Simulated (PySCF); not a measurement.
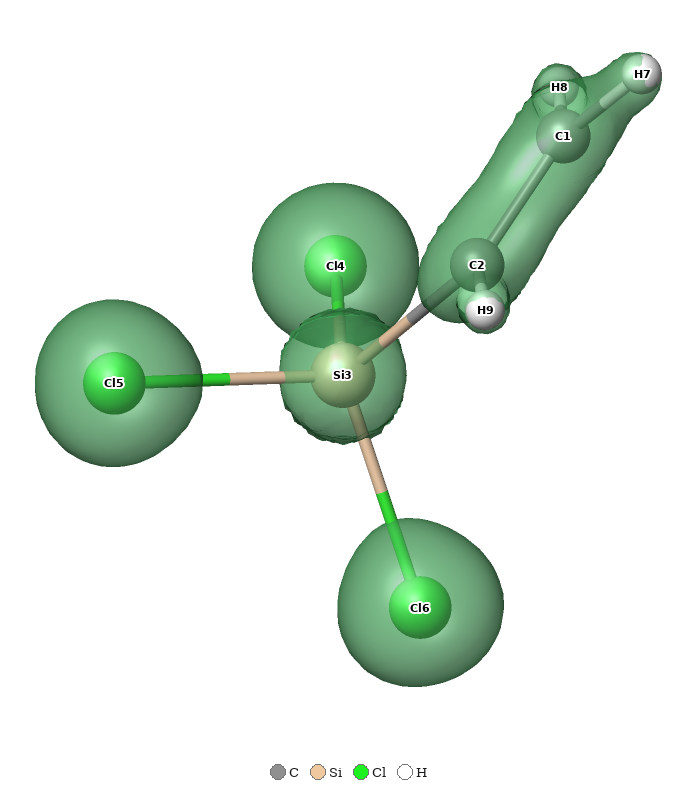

*C$_{2}$H$_{3}$Cl$_{3}$Si (SMILES C=C[Si](Cl)(Cl)Cl). Isosurface of the total electron density at 1.5 e/Å³ (green), seen at an oblique angle.*

Geometry: PBE0-D3(BJ)/def2-TZVP.

Level of theory: PySCF, PBE0/pcSseg-2, SCF density, gas phase, non-relativistic.

Input file:

```
{"job": {"kind": "nmr", "xc": "PBE0", "basis": "pcSseg-2"}, "charge": 0, "multiplicity": 1}
C      1.359329     0.841140    -0.151441
C      0.691578    -0.228056     0.268065
Si    -1.107921    -0.476400     0.001063
Cl    -1.935465     1.137289    -0.924890
Cl    -2.046340    -0.763850     1.786088
Cl    -1.440343    -2.125584    -1.147833
H      2.424772     0.953539     0.025021
H      0.868199     1.648659    -0.684647
H      1.220313    -1.013740     0.804483
```

Run with:

```sh
OMP_NUM_THREADS=1 python probes_run.py task.json out
```

**How is the density connected at this value?**

At this value the surface falls into five separate pieces. It bridges the sampled C–C (1.33 Å) and C–H (1.09 Å) contacts, where the density stays above the isovalue. It is pinched off along the sampled C–Si (1.84 Å) and Si–Cl (2.04 Å) contacts. On the grid the lowest density along these lines, outside the cores, is 2.4 e/Å³ (C–C, 1.33 Å), 0.92 e/Å³ (C–Si, 1.84 Å), 0.71 e/Å³ (Si–Cl, 2.04 Å) and 2 e/Å³ (C–H, 1.09 Å).
